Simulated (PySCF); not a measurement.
# C2H9BClN: NMR shifts at several levels of theory, part 2 of 2

PySCF 2.14.0. Atoms count from 0.

**8. Nuclear shieldings: KT2/pcSseg-1**

The job: settings as JSON, then the geometry in Å.

```
{"job": {"kind": "nmr", "xc": "KT2", "basis": "pcSseg-1", "pop": false}, "charge": 0, "multiplicity": 1}
C     -1.535506     0.577203     0.519289
C     -0.856462    -0.249628    -0.569507
B      0.555555    -0.878150    -0.148330
N      1.600712     0.345565     0.130261
Cl     1.391929    -1.809564    -1.534957
H     -2.516008     0.971533     0.207284
H     -1.696723    -0.019534     1.431817
H     -0.937221     1.459133     0.817735
H     -1.513412    -1.090018    -0.851290
H     -0.752273     0.350461    -1.494396
H      0.552362    -1.529079     0.886942
H      1.281927     0.938348     0.899169
H      2.522459    -0.029674     0.358848
H      1.696759     0.920368    -0.710134
```

Level: GIAO KT2/pcSseg-1 NMR shielding, non-relativistic, gas phase.

Standard output:

```text
coarse grid: 11528 points
cycle   1  E = -627.5184528259  dE =  1.693e-01  |g| = 5.747e-01  |ddm| = 3.044e+00
cycle   2  E = -627.4373778180  dE =  8.108e-02  |g| = 7.994e-01  |ddm| = 1.701e+00
cycle   3  E = -627.6131924590  dE = -1.758e-01  |g| = 8.483e-02  |ddm| = 1.021e+00
cycle   4  E = -627.6149651098  dE = -1.773e-03  |g| = 2.691e-02  |ddm| = 1.458e-01
cycle   5  E = -627.6151392265  dE = -1.741e-04  |g| = 6.288e-03  |ddm| = 4.341e-02
cycle   6  E = -627.6151480967  dE = -8.870e-06  |g| = 2.441e-03  |ddm| = 8.963e-03
final grid: 104712 points
cycle   7  E = -627.6071588479  dE = -1.802e-04  |g| = 1.958e-02  |ddm| = 4.399e-02
cycle   8  E = -627.6070455509  dE =  1.133e-04  |g| = 2.706e-02  |ddm| = 4.387e-02
cycle   9  E = -627.6072195913  dE = -1.740e-04  |g| = 3.729e-03  |ddm| = 3.258e-02
cycle  10  E = -627.6072229977  dE = -3.406e-06  |g| = 5.986e-04  |ddm| = 4.041e-03
cycle  11  E = -627.6072230843  dE = -8.658e-08  |g| = 1.049e-04  |ddm| = 7.533e-04
cycle  12  E = -627.6072230868  dE = -2.444e-09  |g| = 2.957e-05  |ddm| = 1.156e-04
cycle  13  E = -627.6072230870  dE = -2.026e-10  |g| = 9.783e-06  |ddm| = 3.842e-05
converged SCF energy = -627.6072230870

GIAO shielding tensors (ppm)
atom      isotropic    diamagn.    paramagn.     s11        s22        s33       span
  0 C      169.674     248.022     -78.348    161.352    162.827    184.843     23.491
  1 C      162.703     249.214     -86.511    153.417    160.587    174.106     20.689
  2 B      104.495     188.110     -83.615     93.545    103.957    115.981     22.436
  3 N      203.024     316.248    -113.223    189.841    203.378    215.854     26.013
  4 Cl     915.946    1150.345    -234.399    796.770    954.836    996.231    199.461
  5 H       29.786      28.425       1.361     25.056     27.233     37.069     12.012
  6 H       30.218      29.832       0.386     26.304     27.968     36.382     10.077
  7 H       31.079      31.740      -0.662     26.468     30.643     36.125      9.657
  8 H       30.142      30.244      -0.101     25.154     30.243     35.029      9.875
  9 H       31.095      31.473      -0.378     27.045     31.441     34.799      7.754
 10 H       27.850      29.220      -1.371     25.488     27.747     30.314      4.826
 11 H       27.927      31.085      -3.158     20.596     25.633     37.553     16.957
 12 H       28.432      28.620      -0.188     23.001     25.293     37.002     14.001
 13 H       29.209      30.390      -1.181     25.658     25.854     36.115     10.457
```

Wall time 15 s (1 thread of Intel Xeon Platinum 8488C, shared host); peak memory 0.76 GiB.

In short: δ C1 20.5, C0 13.5, B2 -4.6, N3 61.3, H10 3.33, H11 2.66 ppm (means over like atoms).

**9. NMR shieldings: KT3/pcSseg-1**

Settings changed since step 8:

```diff
@@ -1,2 +1,2 @@
-{"job": {"kind": "nmr", "xc": "KT2", "basis": "pcSseg-1", "pop": false}, "charge": 0, "multiplicity": 1}
+{"job": {"kind": "nmr", "xc": "KT3", "basis": "pcSseg-1", "pop": false}, "charge": 0, "multiplicity": 1}
 C     -1.535506     0.577203     0.519289
```

With the program's defaults for keys left out, this is: GIAO KT3/pcSseg-1 NMR shielding, non-relativistic, gas phase.

Standard output:

```text
coarse grid: 11528 points
cycle   1  E = -627.0224736802  dE =  1.479e-01  |g| = 5.879e-01  |ddm| = 3.057e+00
cycle   2  E = -626.9373128577  dE =  8.516e-02  |g| = 8.137e-01  |ddm| = 1.839e+00
cycle   3  E = -627.1222388030  dE = -1.849e-01  |g| = 8.963e-02  |ddm| = 1.124e+00
cycle   4  E = -627.1242157946  dE = -1.977e-03  |g| = 2.632e-02  |ddm| = 1.474e-01
cycle   5  E = -627.1243830643  dE = -1.673e-04  |g| = 6.500e-03  |ddm| = 4.164e-02
cycle   6  E = -627.1243929687  dE = -9.904e-06  |g| = 2.503e-03  |ddm| = 9.575e-03
final grid: 104712 points
cycle   7  E = -627.1145959518  dE = -1.999e-04  |g| = 1.682e-02  |ddm| = 5.083e-02
cycle   8  E = -627.1145683397  dE =  2.761e-05  |g| = 1.700e-02  |ddm| = 3.316e-02
cycle   9  E = -627.1146243736  dE = -5.603e-05  |g| = 4.396e-03  |ddm| = 2.373e-02
cycle  10  E = -627.1146291530  dE = -4.779e-06  |g| = 7.998e-04  |ddm| = 4.713e-03
cycle  11  E = -627.1146293236  dE = -1.706e-07  |g| = 6.993e-05  |ddm| = 1.135e-03
cycle  12  E = -627.1146293246  dE = -9.748e-10  |g| = 3.476e-05  |ddm| = 9.763e-05
cycle  13  E = -627.1146293249  dE = -3.188e-10  |g| = 5.958e-06  |ddm| = 3.663e-05
converged SCF energy = -627.1146293249

GIAO shielding tensors (ppm)
atom      isotropic    diamagn.    paramagn.     s11        s22        s33       span
  0 C      167.843     246.999     -79.156    159.601    160.870    183.058     23.457
  1 C      161.502     248.074     -86.572    152.617    159.054    172.835     20.218
  2 B      104.938     188.252     -83.314     94.176    104.528    116.109     21.933
  3 N      202.336     315.165    -112.830    190.193    202.307    214.507     24.314
  4 Cl     922.055    1150.523    -228.467    805.177    955.615   1005.374    200.198
  5 H       29.939      28.510       1.430     25.340     27.433     37.045     11.706
  6 H       30.353      29.948       0.405     26.558     28.152     36.348      9.790
  7 H       31.189      31.831      -0.642     26.700     30.765     36.102      9.402
  8 H       30.280      30.276       0.004     25.374     30.415     35.053      9.679
  9 H       31.183      31.563      -0.381     27.177     31.552     34.819      7.642
 10 H       28.128      29.470      -1.342     25.797     28.024     30.564      4.767
 11 H       28.030      31.176      -3.146     20.810     25.749     37.530     16.720
 12 H       28.520      28.576      -0.056     23.137     25.439     36.984     13.847
 13 H       29.236      30.450      -1.214     25.692     25.908     36.107     10.415
```

Wall time 15 s (1 thread of Intel Xeon Platinum 8488C, shared host); peak memory 0.76 GiB.

In short: δ C1 20.8, C0 14.5, B2 -4.4, N3 59.7, H10 3.19, H11 2.72 ppm (means over like atoms).

**10. Shielding tensors: B97-D/pcSseg-1**

Settings changed since step 9:

```diff
@@ -1,2 +1,2 @@
-{"job": {"kind": "nmr", "xc": "KT3", "basis": "pcSseg-1", "pop": false}, "charge": 0, "multiplicity": 1}
+{"job": {"kind": "nmr", "xc": "B97-D", "basis": "pcSseg-1", "pop": false}, "charge": 0, "multiplicity": 1}
 C     -1.535506     0.577203     0.519289
```

Level: GIAO B97-D/pcSseg-1 NMR shielding, non-relativistic, gas phase.

Standard output:

```text
coarse grid: 11528 points
cycle   1  E = -621.2670679365  dE =  1.293e-01  |g| = 5.819e-01  |ddm| = 3.065e+00
cycle   2  E = -621.1793348070  dE =  8.773e-02  |g| = 8.294e-01  |ddm| = 1.743e+00
cycle   3  E = -621.3656218520  dE = -1.863e-01  |g| = 8.432e-02  |ddm| = 1.047e+00
cycle   4  E = -621.3673697498  dE = -1.748e-03  |g| = 3.086e-02  |ddm| = 1.450e-01
cycle   5  E = -621.3675769193  dE = -2.072e-04  |g| = 6.352e-03  |ddm| = 4.314e-02
cycle   6  E = -621.3675851156  dE = -8.196e-06  |g| = 2.825e-03  |ddm| = 9.294e-03
final grid: 104712 points
cycle   7  E = -621.3698901507  dE = -8.166e-05  |g| = 1.340e-02  |ddm| = 3.488e-02
cycle   8  E = -621.3698347512  dE =  5.540e-05  |g| = 1.995e-02  |ddm| = 2.869e-02
cycle   9  E = -621.3699209634  dE = -8.621e-05  |g| = 2.081e-03  |ddm| = 1.933e-02
cycle  10  E = -621.3699218742  dE = -9.108e-07  |g| = 4.029e-04  |ddm| = 1.998e-03
cycle  11  E = -621.3699219170  dE = -4.281e-08  |g| = 6.282e-05  |ddm| = 6.034e-04
cycle  12  E = -621.3699219178  dE = -8.092e-10  |g| = 2.649e-05  |ddm| = 7.405e-05
converged SCF energy = -621.3699219178

GIAO shielding tensors (ppm)
atom      isotropic    diamagn.    paramagn.     s11        s22        s33       span
  0 C      164.493     246.578     -82.086    156.185    157.642    179.652     23.467
  1 C      158.605     247.669     -89.065    149.424    156.635    169.755     20.332
  2 B      101.456     186.719     -85.263     89.928    100.780    113.662     23.734
  3 N      199.531     315.550    -116.020    187.350    199.654    211.588     24.237
  4 Cl     920.084    1149.513    -229.428    803.911    953.549   1002.792    198.881
  5 H       30.006      28.496       1.510     25.465     27.506     37.047     11.582
  6 H       30.392      29.920       0.472     26.611     28.221     36.345      9.735
  7 H       31.232      31.824      -0.591     26.784     30.832     36.082      9.298
  8 H       30.355      30.149       0.206     25.504     30.556     35.005      9.501
  9 H       31.280      31.506      -0.226     27.318     31.681     34.841      7.522
 10 H       28.196      29.573      -1.377     25.895     28.183     30.511      4.615
 11 H       28.150      31.236      -3.086     21.014     25.883     37.553     16.539
 12 H       28.591      28.606      -0.015     23.232     25.578     36.963     13.731
 13 H       29.297      30.504      -1.207     25.789     26.030     36.073     10.284
```

It took 15 s on 1 thread of Intel Xeon Platinum 8488C, shared host; peak memory 0.76 GiB.

In short: δ C1 20.6, C0 14.7, B2 -3.2, N3 61.3, H10 3.21, H11 2.73 ppm (means over like atoms).

**11. Shielding tensors: B3LYP/pcSseg-1**

Settings changed since step 10:

```diff
@@ -1,2 +1,2 @@
-{"job": {"kind": "nmr", "xc": "B97-D", "basis": "pcSseg-1", "pop": false}, "charge": 0, "multiplicity": 1}
+{"job": {"kind": "nmr", "xc": "B3LYP", "basis": "pcSseg-1", "pop": false}, "charge": 0, "multiplicity": 1}
 C     -1.535506     0.577203     0.519289
```

Method: GIAO B3LYP/pcSseg-1 NMR shielding, non-relativistic, gas phase.

Standard output:

```text
coarse grid: 11528 points
cycle   1  E = -621.3940049228  dE =  2.050e-01  |g| = 4.871e-01  |ddm| = 3.009e+00
cycle   2  E = -621.3851239617  dE =  8.881e-03  |g| = 5.513e-01  |ddm| = 1.234e+00
cycle   3  E = -621.4647558689  dE = -7.963e-02  |g| = 5.657e-02  |ddm| = 6.146e-01
cycle   4  E = -621.4655070115  dE = -7.511e-04  |g| = 2.551e-02  |ddm| = 1.010e-01
cycle   5  E = -621.4656458749  dE = -1.389e-04  |g| = 3.759e-03  |ddm| = 3.105e-02
cycle   6  E = -621.4656482371  dE = -2.362e-06  |g| = 1.652e-03  |ddm| = 4.943e-03
final grid: 104712 points
cycle   7  E = -621.4919950795  dE = -3.721e-05  |g| = 6.119e-03  |ddm| = 2.012e-02
cycle   8  E = -621.4919888814  dE =  6.198e-06  |g| = 7.953e-03  |ddm| = 1.065e-02
cycle   9  E = -621.4920042053  dE = -1.532e-05  |g| = 3.574e-04  |ddm| = 6.222e-03
cycle  10  E = -621.4920042300  dE = -2.469e-08  |g| = 1.834e-04  |ddm| = 5.927e-04
cycle  11  E = -621.4920042384  dE = -8.401e-09  |g| = 3.466e-05  |ddm| = 2.063e-04
cycle  12  E = -621.4920042387  dE = -2.472e-10  |g| = 9.517e-06  |ddm| = 3.207e-05
converged SCF energy = -621.4920042387

GIAO shielding tensors (ppm)
atom      isotropic    diamagn.    paramagn.     s11        s22        s33       span
  0 C      165.305     246.050     -80.745    157.180    158.566    180.170     22.990
  1 C      158.910     247.352     -88.442    149.607    157.041    170.081     20.474
  2 B      100.824     184.978     -84.154     89.277    100.267    112.928     23.651
  3 N      200.092     315.654    -115.562    187.462    199.972    212.842     25.380
  4 Cl     928.034    1148.642    -220.608    812.128    962.817   1009.155    197.027
  5 H       30.015      28.481       1.534     25.364     27.452     37.229     11.865
  6 H       30.390      29.790       0.600     26.478     28.195     36.496     10.018
  7 H       31.252      31.676      -0.424     26.672     30.880     36.204      9.532
  8 H       30.369      30.122       0.247     25.398     30.505     35.204      9.806
  9 H       31.303      31.446      -0.142     27.250     31.645     35.014      7.764
 10 H       28.227      29.324      -1.098     25.861     28.178     30.641      4.780
 11 H       28.188      31.050      -2.862     20.970     25.847     37.749     16.779
 12 H       28.526      28.493       0.033     22.975     25.503     37.101     14.126
 13 H       29.230      30.343      -1.113     25.611     25.878     36.201     10.590
```

Run time: 10 s. Hardware: 1 thread of Intel Xeon Platinum 8488C, shared host; peak memory 0.74 GiB.

In short: δ C1 20.3, C0 13.9, B2 -3.0, N3 63.4, H10 3.16, H11 2.73 ppm (means over like atoms).

**12. Comparing the runs: NMR shifts**

Shifts (ppm) of some atoms, chosen among heavy atoms and hydrogens apart, means over like atoms, with basis size and wall time:

```tsv
run	C1	C0	H11	H10	B2	N3	Cl4	functions	time
HF/pcSseg-1	16.6	12.8	2.96	2.94	-0.6	51.1	-38	137	4.4 s
LDA/pcSseg-1	19.7	11.9	2.60	3.42	-5.9	69.4	44	137	13 s
PBE/pcSseg-1	20.4	13.8	2.64	3.31	-5.8	65.0	22	137	16 s
BLYP/pcSseg-1	22.1	14.6	2.69	3.23	-3.6	67.6	19	137	21 s
BP86/pcSseg-1	20.1	13.9	2.65	3.32	-5.2	63.2	17	137	22 s
OPBE/pcSseg-1	18.7	13.9	2.69	3.27	-7.3	57.9	6	137	15 s
KT2/pcSseg-1	20.5	13.5	2.66	3.33	-4.6	61.3	27	137	15 s
KT3/pcSseg-1	20.8	14.5	2.72	3.19	-4.4	59.7	13	137	15 s
B97-D/pcSseg-1	20.6	14.7	2.73	3.21	-3.2	61.3	5	137	15 s
B3LYP/pcSseg-1	20.3	13.9	2.73	3.16	-3.0	63.4	2	137	10 s
```

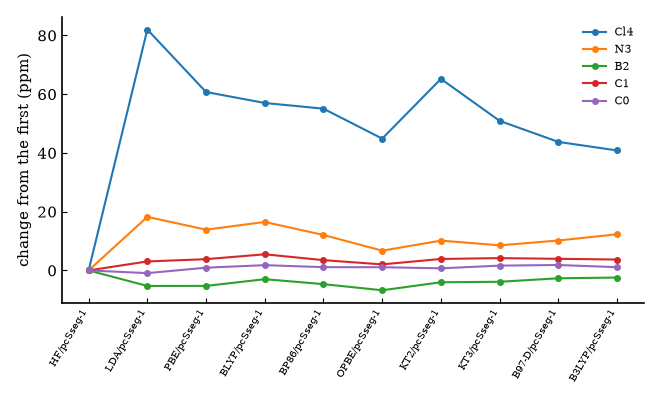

How five of the tabulated atoms move from run to run.

**13. Summary of results**

What follows sums up all 2 parts.

```
                                                            quantity                             value
                                13C shifts against TMS (HF/pcSseg-1)                    16.6, 12.8 ppm
1H shifts against TMS (HF/pcSseg-1, means over atoms taken as alike)  2.96, 2.94, 0.88, 0.80, 0.00 ppm
                           11B shifts against BF3·OEt2 (HF/pcSseg-1)                          -0.6 ppm
                                15N shifts against NH3 (HF/pcSseg-1)                          51.1 ppm
                               35Cl shifts against HCl (HF/pcSseg-1)                           -38 ppm
                                           range of the shift of Cl4                     -38 to 44 ppm
```

Single values in the summary come from the first sound run of each kind (HF/pcSseg-1), which need not be the best level. At HF/pcSseg-1: Shielding is most anisotropic at Cl4 (span 151 ppm, paramagnetic term -154 ppm). Across the 10 runs the shift of Cl4 moves most, between -38 (HF/pcSseg-1) and 44 ppm (LDA/pcSseg-1).
